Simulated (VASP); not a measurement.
Band structure of Ni3Fe (L1_2). Method: vdW-DF2, VASP's PBE PAW potentials (set 64) (plane waves; VASP).

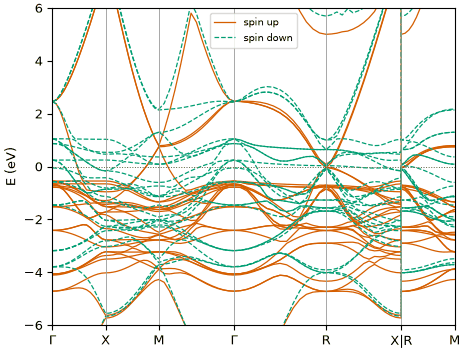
*Bands along high-symmetry lines, zero at the valence-band maximum or, without a gap, the Fermi level*

**Question.** Read the plot: is there a gap, and where are the band edges?

**Answer.** It has no gap at this level: it comes out as a metal or semimetal. (Edges off the drawn lines would not show.)

The compound is Ni3Fe in the L1_2 structure. It was relaxed first, which changed the volume by +7 %.
